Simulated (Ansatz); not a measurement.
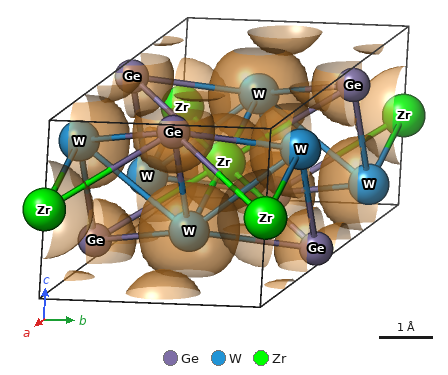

*ZrGe₂W₂. Isosurface of the valence electron density at 0.8 e/Å³ (orange), seen slightly off an axis. Sticks mark near contacts.*

Space group C2/m; built by placing these elements on a known structure type; the SCF solution may not be the lowest one; the program warned that a starting moment wasn't kept; spin-polarised, but the moments vanished.

Level of theory: DFT, PAW plane waves, r2SCAN in Ansatz 0.2.0.

In a PAW calculation such maps are meaningful between the atoms, not at the nuclei.

Q: How is the density connected at this value?

A: At this value the density breaks into separate islands; it holds about 70 % of the electrons treated as valence (semicore included). It bridges none of the near contacts. It is pinched off along the shortest Ge–Ge (2.39 Å), Ge–W (2.53 Å), W–W (2.73 Å) and Zr–Ge (3.00 Å) contacts. On the grid the lowest density along these lines, outside the cores, is 0.5 e/Å³ (Ge–Ge, 2.39 Å), 0.47 e/Å³ (Ge–W, 2.53 Å), 0.47 e/Å³ (W–W, 2.73 Å) and 0.19 e/Å³ (Zr–Ge, 3.00 Å).

Q: What Bader charges does the calculation give?

A: Electrons move from Zr towards Ge. Bader charges: Ge −0.83, W +0.09 and Zr +1.48 e.
